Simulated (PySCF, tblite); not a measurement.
**C5H5O3 radical: geometry, infrared bands and EPR parameters**

What infrared bands and EPR parameters should C5H5O3 radical (`[CH2]O[C@@H]1C=CC(=O)O1`) show?

Programs: tblite 0.8.0 and PySCF 2.14.0, with density-fitted response routines of our own. Each step states its level of theory. These are calculated values for one molecule in the gas phase, unless marked as measured. Atoms count from 0, in the outputs and in this text.

### Step 1. The starting structure

13 atoms, charge 0, multiplicity 2; geometry from: force field or distance geometry start.

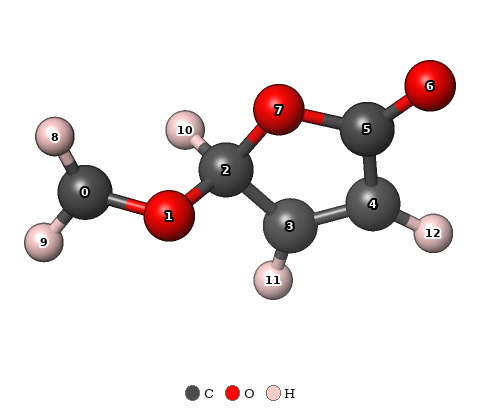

As it starts; carbon dark grey, oxygen red, hydrogen pink, atoms numbered; sticks join atoms by distance.

### Step 2. Relaxing the molecule with GFN2-xTB

Job settings and geometry (Å):

```
{"job": {"kind": "relax", "xc": "GFN2-xTB", "basis": "xTB"}, "charge": 0, "multiplicity": 2}
C      2.485800    -0.025100     0.188200
O      1.379600     0.038800    -0.643000
C      0.280500     0.092800     0.204900
C     -0.723400    -0.931000    -0.067000
C     -1.920400    -0.449400    -0.328700
C     -1.751900     0.996900    -0.267900
O     -2.631100     1.893300    -0.463600
O     -0.432100     1.302100     0.059600
H      2.948700     0.911700     0.470000
H      3.076700    -0.921200     0.174900
H      0.660400     0.076500     1.245000
H     -0.533200    -2.008400    -0.032000
H     -2.844000    -0.976500    -0.557900
```

Command:

```
$ OMP_NUM_THREADS=1 python probes_run.py task.json out
```

One launch serves the whole session: the jobs run in the order shown.

Log:

```text
step      E/eV     max force
  0    -688.94750    5.209
  1    -689.10399    6.981
  2    -689.34272    1.170
  3    -689.38613    0.810
  4    -689.44594    1.100
  5    -689.47645    0.862
  6    -689.51016    0.474
  7    -689.53036    0.497
  8    -689.54717    0.606
  9    -689.55758    0.363
 10    -689.56518    0.290
 11    -689.57261    0.315
 12    -689.58370    0.572
 13    -689.59998    0.692
 14    -689.62031    0.564
 15    -689.64326    0.578
 16    -689.66958    0.465
 17    -689.68477    0.480
 18    -689.69722    0.367
 19    -689.70678    0.278
 20    -689.71855    0.387
 21    -689.73127    0.387
 22    -689.74396    0.344
 23    -689.71884    1.406
 24    -689.75932    0.312
 25    -689.76460    0.214
 26    -689.78011    0.225
 27    -689.78449    0.182
 28    -689.79040    0.153
 29    -689.79366    0.123
 30    -689.79675    0.117
 31    -689.79908    0.117
 32    -689.80095    0.157
 33    -689.80232    0.122
 34    -689.80351    0.096
 35    -689.80509    0.097
 36    -689.80681    0.143
 37    -689.80952    0.155
 38    -689.81158    0.127
 39    -689.81282    0.086
 40    -689.81360    0.130
 41    -689.81471    0.103
 42    -689.81654    0.099
 43    -689.81749    0.082
 44    -689.81820    0.084
 45    -689.81915    0.083
 46    -689.82047    0.126
 47    -689.82254    0.141
 48    -689.82487    0.127
 49    -689.82722    0.119
 50    -689.82871    0.139
 51    -689.83072    0.094
 52    -689.83215    0.091
 53    -689.83302    0.083
 54    -689.83364    0.064
 55    -689.83447    0.050
 56    -689.83491    0.043
 57    -689.83513    0.040
 58    -689.83528    0.030
 59    -689.83547    0.030
 60    -689.83569    0.038
 61    -689.83591    0.044
 62    -689.83613    0.035
 63    -689.83636    0.039
 64    -689.83665    0.049
 65    -689.83702    0.051
 66    -689.83745    0.062
 67    -689.83793    0.057
 68    -689.83839    0.049
 69    -689.83876    0.052
 70    -689.83907    0.058
 71    -689.83945    0.062
 72    -689.84005    0.062
 73    -689.84095    0.080
 74    -689.84188    0.069
 75    -689.84270    0.078
 76    -689.84337    0.074
 77    -689.84401    0.073
 78    -689.84466    0.050
 79    -689.84504    0.121
 80    -689.84541    0.035
 81    -689.84555    0.027
 82    -689.84569    0.036
 83    -689.84577    0.029
 84    -689.84584    0.013
 85    -689.84586    0.009
```

It took 0.36 s on 1 thread of Arm Neoverse V2, shared host.

Step by step: (not every step is listed)

| step | energy from step 0 (eV) | largest force (eV/Å) |
| --- | --- | --- |
| 0 | 0.0000 | 5.2093 |
| 1 | -0.1565 | 6.9810 |
| 2 | -0.3952 | 1.1702 |
| 3 | -0.4386 | 0.8099 |
| 4 | -0.4984 | 1.0998 |
| 5 | -0.5290 | 0.8618 |
| 6 | -0.5627 | 0.4742 |
| 7 | -0.5829 | 0.4971 |
| 8 | -0.5997 | 0.6055 |
| 15 | -0.6958 | 0.5784 |
| 22 | -0.7965 | 0.3436 |
| 29 | -0.8462 | 0.1228 |
| 36 | -0.8593 | 0.1434 |
| 43 | -0.8700 | 0.0823 |
| 50 | -0.8812 | 0.1389 |
| 57 | -0.8876 | 0.0401 |
| 64 | -0.8891 | 0.0490 |
| 71 | -0.8920 | 0.0618 |
| 78 | -0.8972 | 0.0502 |
| 80 | -0.8979 | 0.0351 |
| 81 | -0.8981 | 0.0266 |
| 82 | -0.8982 | 0.0362 |
| 83 | -0.8983 | 0.0285 |
| 84 | -0.8983 | 0.0129 |
| 85 | -0.8984 | 0.0093 |

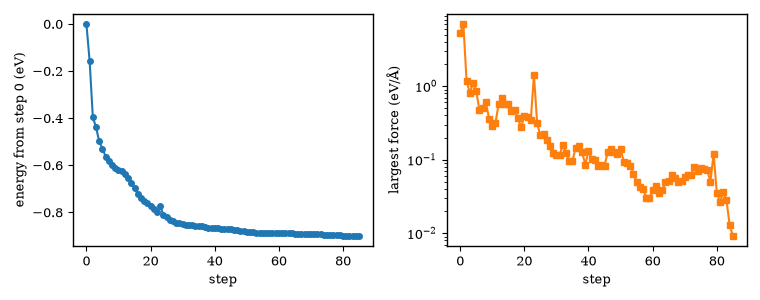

Energy and force, step by step.

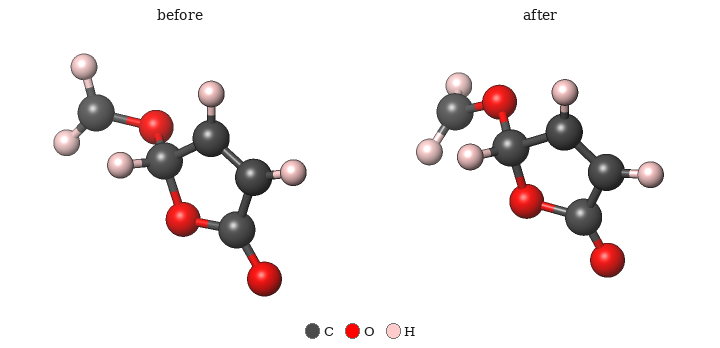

Before and after, at one scale.

Distances of close pairs at the start and the end, largest changes first:

| bond | before (Å) | after (Å) | change (Å) |
| --- | --- | --- | --- |
| C5–O6 | 1.271 | 1.194 | -0.077 |
| C2–C3 | 1.459 | 1.504 | +0.044 |
| C5–O7 | 1.394 | 1.364 | -0.029 |
| C0–O1 | 1.385 | 1.359 | -0.026 |
| C4–C5 | 1.457 | 1.482 | +0.025 |
| C3–H11 | 1.095 | 1.072 | -0.022 |
| C4–H12 | 1.088 | 1.072 | -0.016 |
| C3–C4 | 1.317 | 1.328 | +0.012 |

The next job starts from the end point, and lists it.

### Step 3. Infrared spectrum with GFN2-xTB

Job settings and geometry (Å):

```
{"job": {"kind": "ir", "xc": "GFN2-xTB", "basis": "xTB"}, "charge": 0, "multiplicity": 2}
C      2.468984     0.168969    -0.036468
O      1.363876    -0.609407    -0.179704
C      0.227082    -0.217835     0.533627
C     -0.922761    -1.114826     0.167790
C     -1.881168    -0.379374    -0.384258
C     -1.432794     1.033063    -0.408631
O     -1.992329     2.002025    -0.824176
O     -0.196800     1.078135     0.167453
H      2.451301     1.005216     0.635270
H      3.161976     0.095991    -0.849831
H      0.449468    -0.202069     1.617845
H     -0.872141    -2.174516     0.324000
H     -2.829081    -0.684884    -0.780645
```

Log:

```text
mode    cm-1     km/mol
  1      62.6      1.90
  2     117.8     10.83
  3     181.7      4.45
  4     197.5     24.46
  5     294.7     11.86
  6     422.9      4.63
  7     452.3    117.34
  8     479.1      5.19
  9     533.2      3.98
 10     664.6     10.84
 11     679.0      7.37
 12     764.9     15.27
 13     828.1     33.51
 14     860.4      2.53
 15     908.9     41.58
 16     946.7     29.82
 17     954.8     23.20
 18    1030.2     48.16
 19    1043.1     15.18
 20    1086.2     41.56
 21    1101.2     49.89
 22    1177.2    162.32
 23    1224.6     24.14
 24    1249.5      2.09
 25    1283.7      5.54
 26    1345.8     13.79
 27    1631.7    130.11
 28    1813.4    678.87
 29    2789.0     49.38
 30    3122.3     10.31
 31    3160.5      1.42
 32    3178.7      3.21
 33    3187.2      9.13
```

Run time: 0.27 s. Hardware: 1 thread of Arm Neoverse V2, shared host.

The strongest bands and the atoms that carry them (share of the mass-weighted mode):

| cm⁻¹ | km/mol | atoms |
| --- | --- | --- |
| 452 | 117.3 | H9 55 %, C0 23 %, H8 21 % |
| 909 | 41.6 | O7 38 %, C4 26 % |
| 1030 | 48.2 | H11 28 %, C5 26 %, O7 12 % |
| 1101 | 49.9 | O1 17 %, C2 17 %, H9 14 %, H8 13 % |
| 1177 | 162.3 | O1 38 %, C0 29 %, H8 11 % |
| 1632 | 130.1 | C3 47 %, C4 46 % |
| 1813 | 678.9 | C5 63 %, O6 36 % |
| 2789 | 49.4 | H10 94 % |

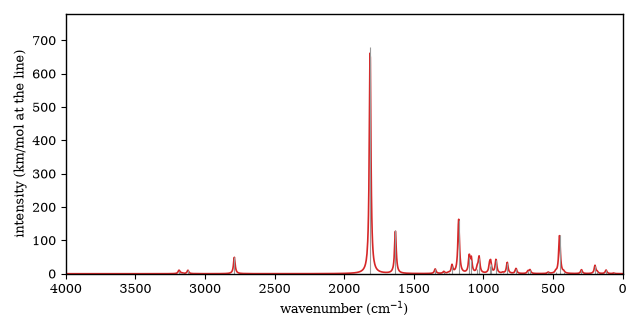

The infrared spectrum from these modes, unscaled. Lines are broadened to a width of 14 cm⁻¹ (Lorentzian).

### Step 4. EPR parameters: B3LYP/pcH-1

Settings changed since step 3:

```diff
@@ -1,2 +1,2 @@
-{"job": {"kind": "ir", "xc": "GFN2-xTB", "basis": "xTB"}, "charge": 0, "multiplicity": 2}
+{"job": {"kind": "epr", "basis": "pcH-1"}, "charge": 0, "multiplicity": 2}
 C      2.468984     0.168969    -0.036468
```

Level: UKS B3LYP, pcH-1 on C H O, non-relativistic, mean-field spin-orbit, GIAO.

Log:

```text
UKS, coarse grid
  cycle   1  E = -418.93688513  |g| = 7.72e-01
  cycle   2  E = -418.30852511  |g| = 1.50e+00
  cycle   3  E = -419.12100946  |g| = 2.66e-01
  cycle   4  E = -419.14554576  |g| = 9.69e-02
  cycle   5  E = -419.14835328  |g| = 2.64e-02
  cycle   6  E = -419.14866454  |g| = 6.35e-03
  cycle   7  E = -419.14868203  |g| = 2.76e-03
  cycle   8  E = -419.14868466  |g| = 1.09e-03
  cycle   9  E = -419.14868542  |g| = 5.26e-04
UKS, final grid
  cycle   1  E = -419.14866702  |g| = 8.53e-04
  cycle   2  E = -419.14866612  |g| = 1.61e-03
  cycle   3  E = -419.14866737  |g| = 1.64e-04
  cycle   4  E = -419.14866738  |g| = 4.23e-05
  cycle   5  E = -419.14866738  |g| = 2.09e-05
E = -419.14866738 Eh   <S^2> = 0.7534 (exact 0.7500)
g shifts (ppm)      1          2          3
  rmc          -183       -183       -183
  gc             -2         28         31
  oz_so          45       1116       1890
  total        -140        960       1738
hyperfine (MHz)  atom isotope    a_iso     a_fc   dipolar eigenvalues
    0   13C     119.76     119.76    -79.48    -77.72    157.20
    1   17O     -28.78     -28.78    -58.65     28.06     30.59
    2   13C       1.54       1.54     -1.80     -1.44      3.24
    3   13C      -1.70      -1.70     -0.62     -0.30      0.92
    4   13C      -0.05      -0.05     -0.57     -0.02      0.59
    5   13C      -0.64      -0.64     -0.37     -0.28      0.65
    6   17O      -0.31      -0.31     -0.38      0.11      0.27
    7   17O       0.58       0.58     -3.10      1.13      1.98
    8    1H     -54.35     -54.35    -37.32     -0.76     38.08
    9    1H     -49.76     -49.76    -37.11     -0.99     38.09
   10    1H      11.87      11.87     -3.81     -3.60      7.41
   11    1H       0.33       0.33     -1.51     -1.34      2.85
   12    1H      -0.26      -0.26     -0.65     -0.55      1.20
```

Run time: 51 s. Hardware: 1 thread of Arm Neoverse V2, shared host; peak memory 0.99 GiB.

Principal g values 2.00218, 2.00328, 2.00406; g(iso) = 2.00317, against 2.00232 for a free electron.

Mean a(iso) over the nuclei that a row names, and the largest dipolar term of the row (other rows stand at the frozen geometry):

| nuclei | isotope | a(iso) (MHz) | a(iso) (G, at g = 2.0023) | largest dipolar term (MHz) |
| --- | --- | --- | --- | --- |
| C0 | 13C | 119.8 | 42.7 | 157.2 |
| H8, H9 | 1H | -52.1 | -18.6 | 38.1 |
| O1 | 17O | -28.8 | -10.3 | -58.7 |
| H10 | 1H | 11.9 | 4.2 | 7.4 |
| C3 | 13C | -1.7 | -0.6 | 0.9 |
| C2 | 13C | 1.5 | 0.6 | 3.2 |
| C5 | 13C | -0.6 | -0.2 | 0.6 |
| O7 | 17O | 0.6 | 0.2 | -3.1 |
| H11 | 1H | 0.3 | 0.1 | 2.9 |
| O6 | 17O | -0.3 | -0.1 | -0.4 |
| H12 | 1H | -0.3 | -0.1 | 1.2 |
| C4 | 13C | 0.0 | 0.0 | 0.6 |

Mulliken spin populations:

C0 0.97; O1 0.10; C2 0.00; C3 0.00; C4 0.00; C5 0.00; O6 0.00; O7 0.01; H8 -0.04; H9 -0.04; H10 0.02; H11 0.00; H12 0.00

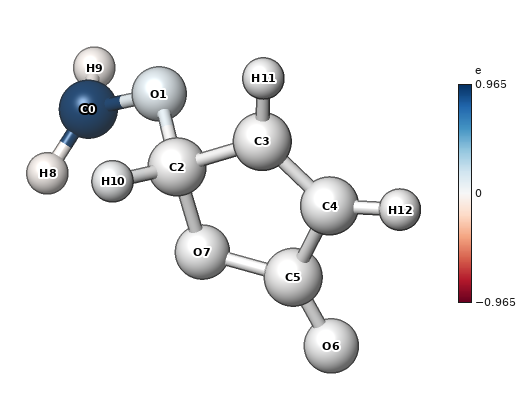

Mulliken spin populations, as colours on the atoms.

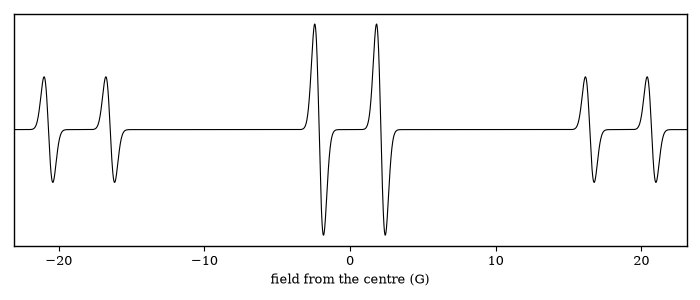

First-order isotropic spectrum (first derivative, main isotopes with spin only, couplings over 0.8 MHz, Gaussian width 0.3 G; couplings of the frozen geometry, rotation of groups not averaged beyond the rows shown).

The fields below are evaluated on a grid from the run's orbitals.

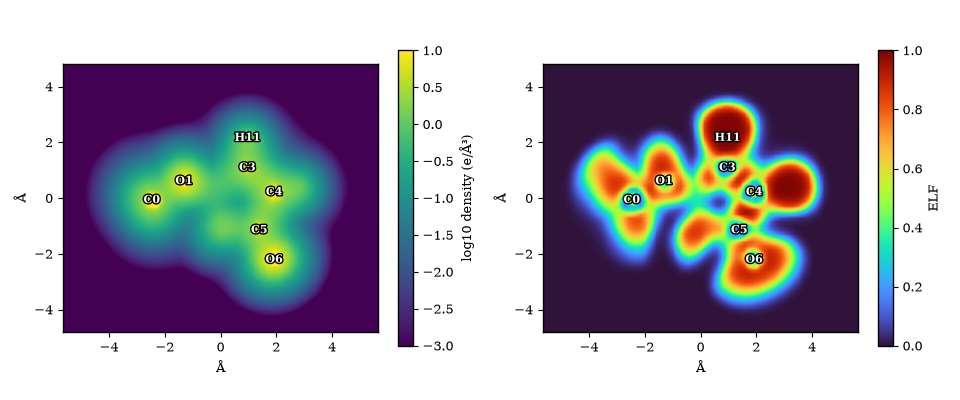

Density (left) and ELF (right) in a plane through or near 7 of the atoms.

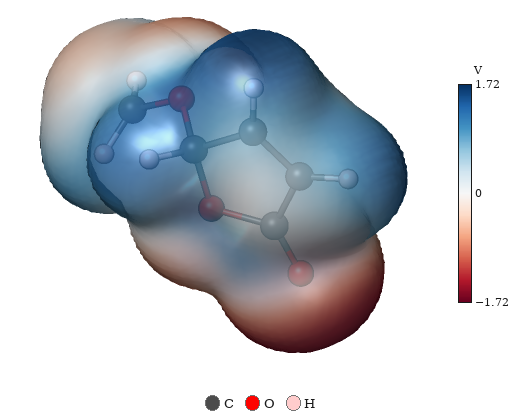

Electrostatic potential on the surface of density 0.002 e/bohr³; red is low, blue high. It runs from -1.72 V near O6 to 1.52 V near H11.

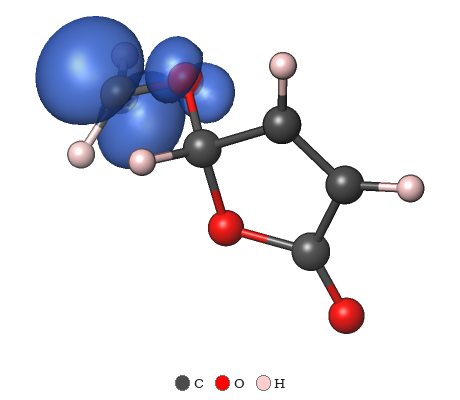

Spin density at ±0.05 e/Å³ (alpha excess blue, beta excess red).

### Step 5. Outcome

```
                                 quantity                  value
strongest single infrared mode (GFN2-xTB)  1813 cm⁻¹, 679 km/mol
             zero-point energy (GFN2-xTB)          55.4 kcal/mol
                           g(iso) (B3LYP)                2.00317
                                     ⟨S²⟩     0.753 (exact 0.75)
       largest a(iso) (averaged by class)   13C on C0, 119.8 MHz
    surface potential, least and greatest     -1.72 V and 1.52 V
```

**Reading.** Over 85 steps the energy fell by 0.898 eV; of the close pairs, C5–O6 changed most, 1.271 to 1.194 Å. No mode is imaginary among the 33: a minimum at this level. The strongest single mode, at 1813 cm⁻¹, moves mainly C5 and O6. Unscaled tight-binding wavenumbers are off by several per cent, some by more. Its intensities can rank the bands wrongly. Most of the unpaired spin sits on C0 (0.97 e). The isotropic g lies 0.9 ppt above the free-electron value.
